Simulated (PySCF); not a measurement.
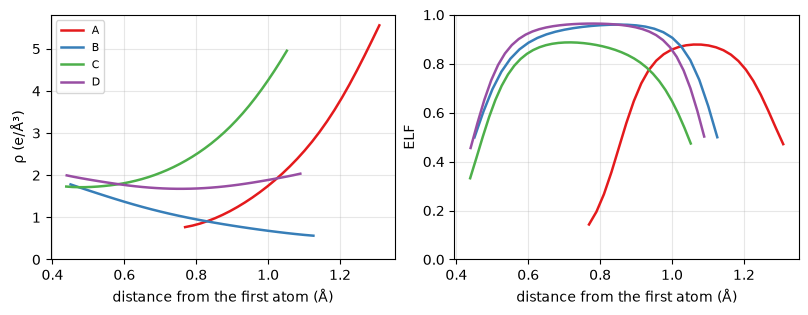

The picture shows: C₄H₈AlBrO. Electron density and electron localisation function along straight lines between neighbouring atoms. The curves leave out the atomic cores.

Geometry: GFN2-xTB.

All numbers below come from PBE0/def2-SVPD, SCF density, gas phase in PySCF 2.14.0.

```yaml
atoms:
  - { symbol: Br, position_ang: [-0.7484, 3.4118, 2.2033] }
  - { symbol: Al, position_ang: [-0.3986, 1.5409, 1.0132] }
  - { symbol: C, position_ang: [-1.5743, 0.3383, -0.0721] }
  - { symbol: C, position_ang: [-0.7173, -0.9270, -0.3071] }
  - { symbol: C, position_ang: [0.6864, -0.6266, -0.8475] }
  - { symbol: C, position_ang: [1.6547, -0.1783, 0.2478] }
  - { symbol: O, position_ang: [1.1426, 0.9201, 0.9541] }
  - { symbol: H, position_ang: [-2.5297, 0.0471, 0.3766] }
  - { symbol: H, position_ang: [-1.8324, 0.7748, -1.0453] }
  - { symbol: H, position_ang: [-0.6181, -1.4812, 0.6310] }
  - { symbol: H, position_ang: [-1.2321, -1.5803, -1.0184] }
  - { symbol: H, position_ang: [1.1006, -1.5141, -1.3296] }
  - { symbol: H, position_ang: [0.6185, 0.1724, -1.5912] }
  - { symbol: H, position_ang: [1.8258, -0.9965, 0.9563] }
  - { symbol: H, position_ang: [2.6177, 0.1067, -0.1929] }
```

Which curve belongs to which contact (Al–O, C–Al, C–C and C–O)? The first atom named is at distance zero.

Curve A: Al–O (1.66 Å): ρ at the midpoint is about 0.91 e/Å³; the ELF peaks at about 0.90 in the valence shell of O, 0.6 Å from its nucleus, and is about 0.35 at the midpoint. Curve B: C–Al (2.00 Å): the density is about 0.68 e/Å³ at the midpoint; the ELF peaks at about 0.95 between the atoms, as expected for a shared but strongly polarised pair. Curve C: C–O (1.40 Å): ρ is about 2.1 e/Å³ halfway, with its minimum of 1.7 e/Å³ about 0.5 Å from C; the ELF peaks at about 0.90 between the atoms, as expected for a polar covalent bond. Curve D: C–C (1.53 Å): ρ is about 1.7 e/Å³ halfway; the ELF peaks at about 0.95 between the atoms: localised, covalent bonding.
